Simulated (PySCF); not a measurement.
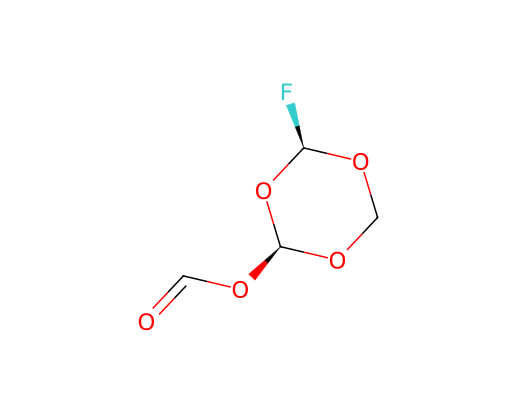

Write the SMILES.

Answer. O=CO[C@@H]1OCO[C@H](F)O1

Give the formula, hydrogens included.

Answer. C4H5FO5.

An optimisation with GFN2-xTB gave a structure of which point group?

Answer. C1.

The parts below concern this one geometry. Atoms keep their numbers from picture to picture. The computed structure is the end point of a GFN2-xTB optimisation. No frequency run is at hand to confirm it as a minimum.

**Geometry**

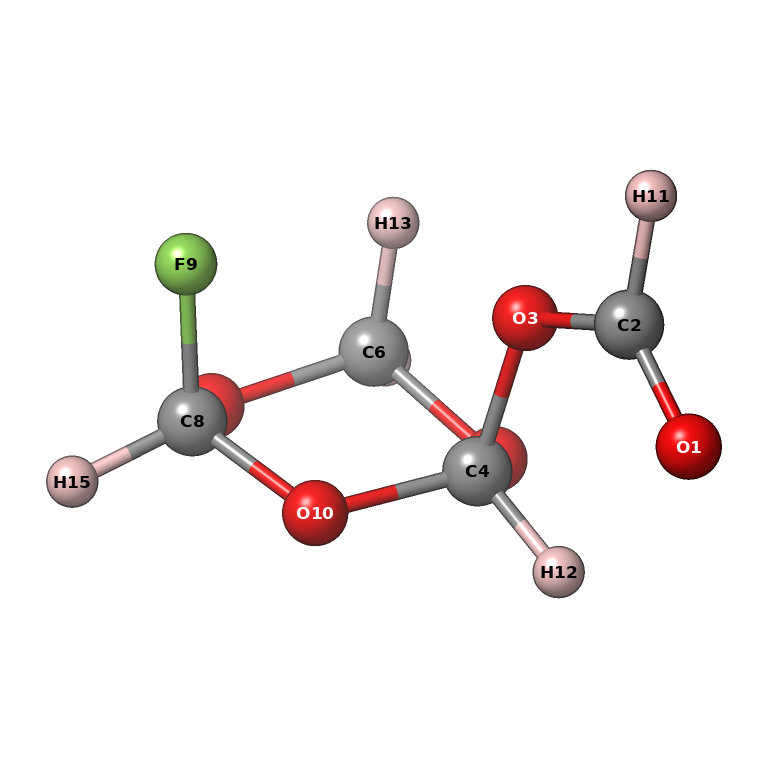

O7 lies behind C8. The molecule seen nearly along the C8–O7 bond, C8 in front. Atoms fade into the background with distance from the viewer. No frequency run is at hand to confirm it as a minimum.

What is the torsion angle F9–C8–O7–C6? The sign is positive where the front bond must turn clockwise to cover the back bond.

Answer. 72°, synclinal (gauche).

**Dipole moment**

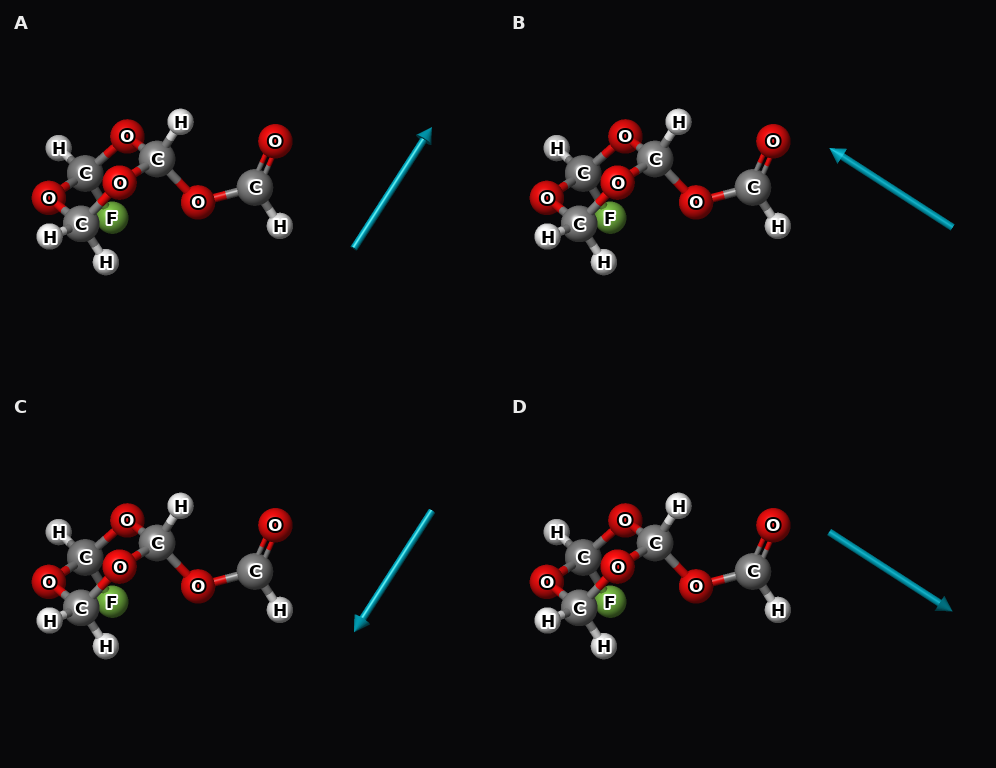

The same molecule four times, each with an arrow. No frequency run is at hand to confirm it as a minimum. Level of theory: PBE0/pcSseg-1, gas phase (PySCF 2.14.0).

Which arrow points along the dipole moment, from the negative to the positive end?

Answer. C. The dipole moment is 2.05 D.

**Ring current**

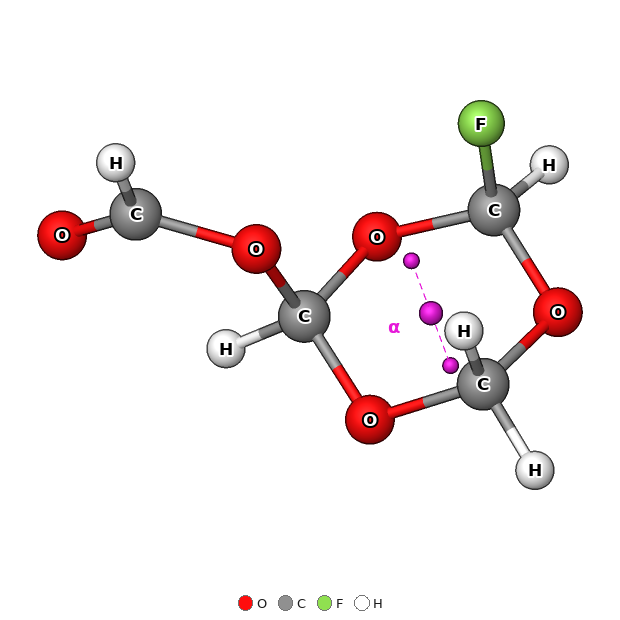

The small points mark where nucleus-independent chemical shifts (NICS) were computed: at the centre of each lettered ring and 1 Å above and below it. No frequency run is at hand to confirm it as a minimum. Level of theory: GIAO PBE0/pcSseg-1 NMR shielding, non-relativistic, gas phase (PySCF 2.14.0).

Give NICS(0), NICS(1) and the out-of-plane component NICS(1)zz for each ring (means of the two sides).

```
ring  members  NICS(0)  NICS(1)  NICS(1)zz
   α     C3O3     −1.6     −0.6        3.0
```

Values in ppm.

What do the values say about the ring currents?

Answer. Ring α: weak, as in a non-aromatic ring. NICS is one index among several.

**NMR shielding**

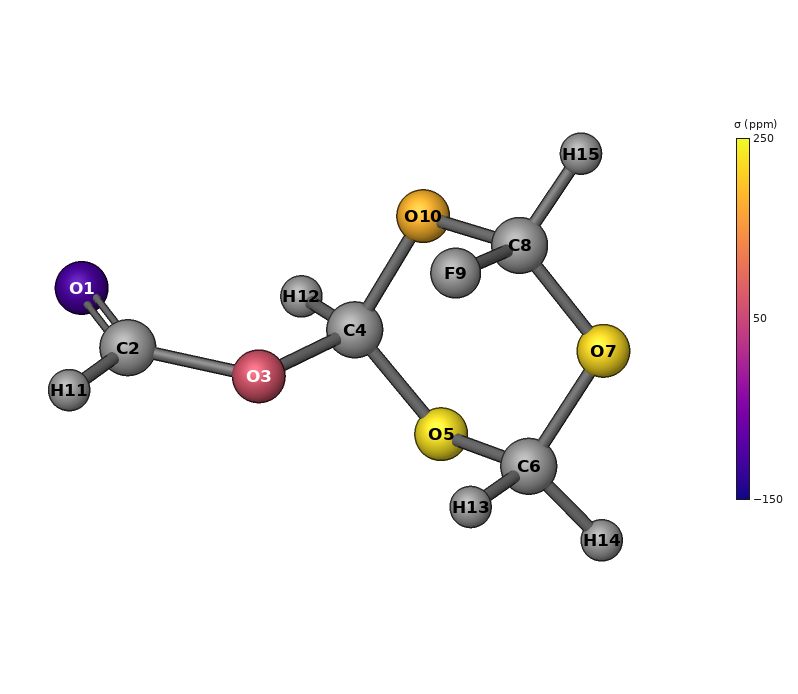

Atoms are coloured by their isotropic NMR shieldings (O only, the others grey). No frequency run is at hand to confirm it as a minimum. Method: GIAO PBE0/pcSseg-1 NMR shielding, non-relativistic, gas phase (PySCF 2.14.0).

Which O atom is the most shielded (lowest chemical shift)?

Answer. O5 (229.4 ppm).

Which O atom is the least shielded (highest chemical shift)?

Answer. O1 (−102.0 ppm).

How wide is the range of O shifts?

Answer. 331.4 ppm.

Give the isotropic NMR shieldings of the O atoms atom by atom.

```
atom  σ (ppm)
  O1   −102.0
  O3     70.4
  O5    229.4
  O7    220.6
 O10    185.5
```

**Polarisability**

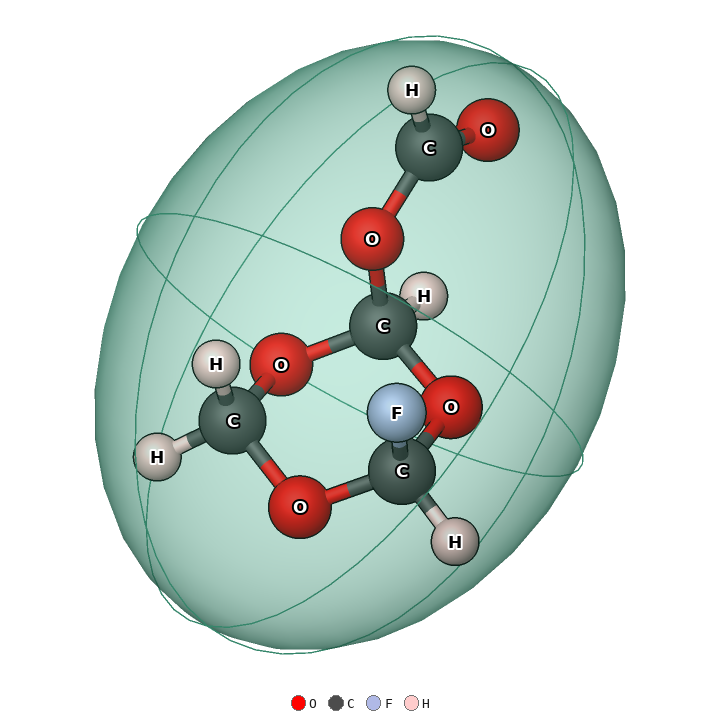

The ellipsoid shows the static dipole polarisability: its half-axes are proportional to the principal values. No frequency run is at hand to confirm it as a minimum. Method: PBE0/def2-SVPD (PySCF 2.14.0).

Give the principal values, the mean and the anisotropy.

Answer. Principal values 58.0, 58.9, 76.3 bohr³; mean 64.4 bohr³ (9.54 Å³); anisotropy 17.9 bohr³, so the longest axis is 1.32 times the shortest.
